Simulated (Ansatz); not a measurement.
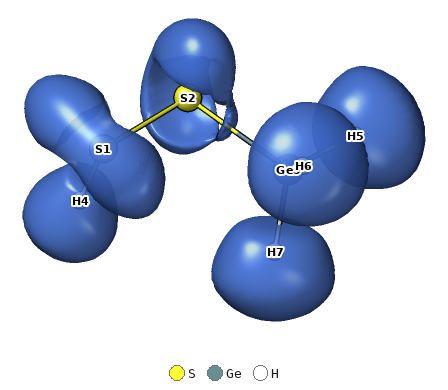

*GeH₄S₂ (SMILES S[S][GeH3]). Isosurface of the electron localisation function at 0.85 (blue), seen across its widest extent. Core shells and regions of very low density are left out.*

All numbers below come from RKS BLYP/def2-SVP (Ansatz).

Input file:

```
crystal:
  periodic: [false, false, false]
  atoms:
    - { symbol: S, position_ang: [-0.934, -1.9915, 0.0142] }
    - { symbol: S, position_ang: [-1.4997, 0.0288, 0.594] }
    - { symbol: Ge, position_ang: [0.539, 0.7629, 0.228] }
    - { symbol: H, position_ang: [-1.23, -1.6722, -1.3457] }
    - { symbol: H, position_ang: [0.63866, 2.29508, 0.52526] }
    - { symbol: H, position_ang: [1.57526, -0.01277, 1.11403] }
    - { symbol: H, position_ang: [0.94551, 0.53335, -1.30088] }
basis:
  gaussian: { orbitals: def2-SVP }
hamiltonian:
  xc: blyp
relax:
  f_tol: 0.015
  max_steps: 40
output:
  orbitals: {}
```

Command:

```sh
ansatz run input.yaml --threads 1 --pin off --max-ram 2048MiB --backend cpu --events-out ev --progress --plain --runs-dir out
```

The fields are those of the relaxed geometry.

Identify the bonds, lone pairs and shells in this picture.

Answer. The ELF exceeds this value in four regions around hydrogen nuclei and two regions wrapped around S (the valence shell of each). Profiles from the grid: S–S (2.14 Å): the ELF peaks at about 0.80 between the atoms, as expected for a shared electron pair. Ge–S (2.29 Å): the ELF peaks at about 0.90 in the valence shell of S, 0.9 Å from its nucleus, and is about 0.75 at the midpoint.
